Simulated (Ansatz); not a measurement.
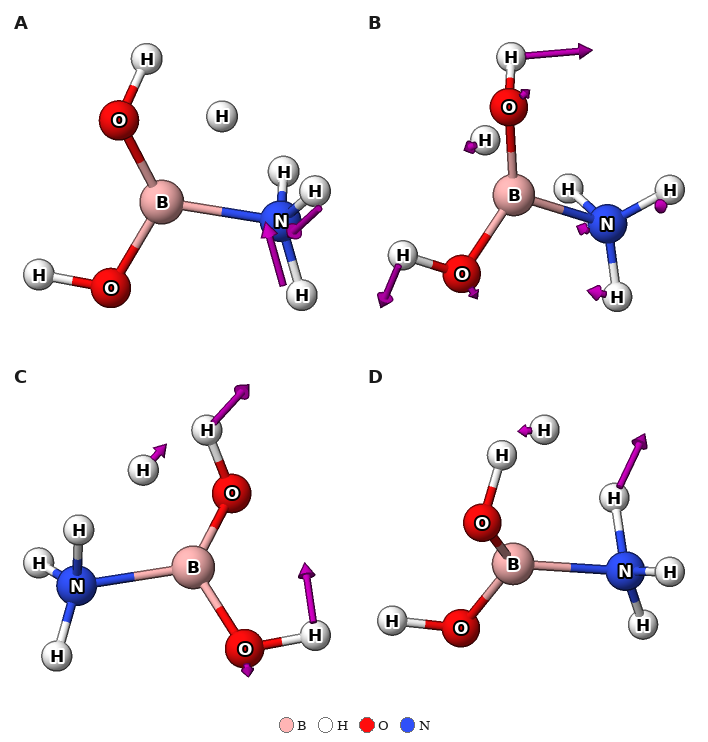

4 normal modes of one molecule or complex, as arrows. Harmonic vibrations computed with RKS PBE0-D4/def2-SVP (Ansatz 0.2.0) at a stationary point of the same level. It is a saddle point of order 2.

**Match the panels to the wavenumbers 431 cm⁻¹, 998 cm⁻¹, 2220 cm⁻¹, 3506 cm⁻¹.**

A: 3506 cm⁻¹, in-phase stretching of 2 N–H bonds
B: 431 cm⁻¹
C: 998 cm⁻¹
D: 2220 cm⁻¹, N–H stretching
